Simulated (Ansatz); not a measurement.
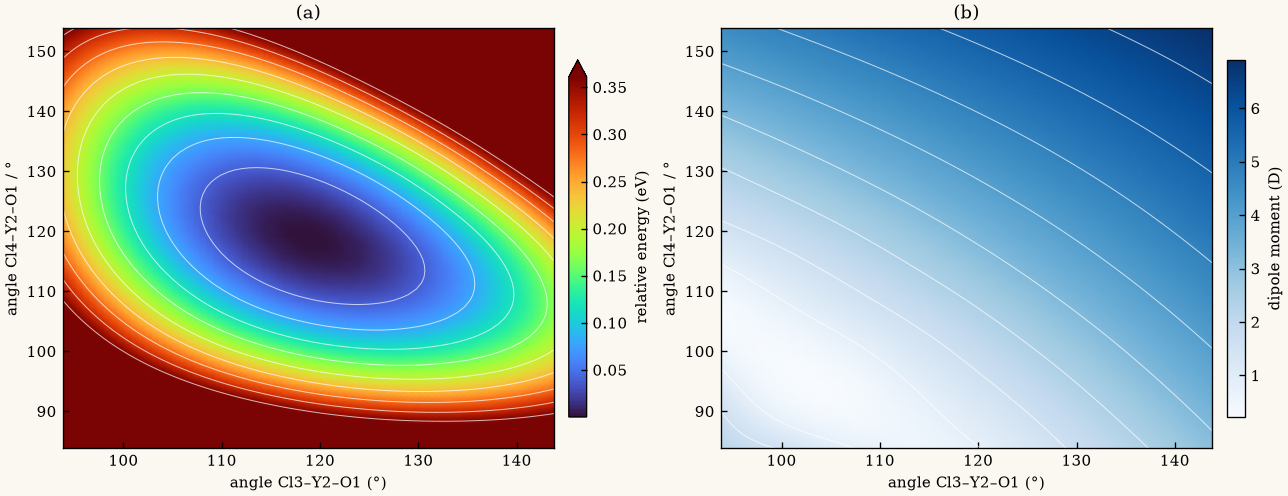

Cl2HOY, SMILES [OH][Y]([Cl])[Cl]. Coordinates scanned: (1) angle Cl3–Y2–O1; (2) angle Cl4–Y2–O1. Nothing is relaxed (all other coordinates rigid). The scan uses a 7 × 7 grid. Points are written as (first, second). Energies are in eV, from the relaxed molecule at the same level. All numbers below come from RKS r2SCAN-D4/def2-TZVP (Ansatz).

Panel (a) is the energy; panel (b) is the computed dipole moment, in D.

The picture shows a smooth colour map with a few white contour lines, one colour for all values above the top of the scale. Between grid points the surface is interpolated.

Question: How does the dipole moment vary over the map, and what is it at the lowest grid point?

Answer: Leaving out the highest fifth of the energies, it runs from 0.2 D at (102.2°, 95.5°) to 5.7 D at (118.8°, 153.8°). At the lowest grid point, (118.8°, 118.8°), it is 3.2 D.

| angle Cl4–Y2–O1 ↓, angle Cl3–Y2–O1 → | 93.8 | 102.2 | 110.5 | 118.8 | 127.2 | 135.5 | 143.8 |
| --- | --- | --- | --- | --- | --- | --- | --- |
| 153.8 | 4.5 | 4.9 | 5.3 | 5.7 | 6.1 | 6.5 | 6.9 |
| 142.2 | 3.5 | 4.0 | 4.4 | 4.9 | 5.4 | 5.8 | 6.3 |
| 130.5 | 2.4 | 3.0 | 3.5 | 4.1 | 4.6 | 5.1 | 5.6 |
| 118.8 | 1.3 | 1.9 | 2.6 | 3.2 | 3.8 | 4.4 | 5.0 |
| 107.2 | 0.3 | 0.9 | 1.6 | 2.3 | 3.0 | 3.7 | 4.4 |
| 95.5 | 1.0 | 0.2 | 0.6 | 1.4 | 2.2 | 3.0 | 3.7 |
| 83.8 | 2.1 | 1.3 | 0.6 | 0.7 | 1.4 | 2.2 | 3.0 |
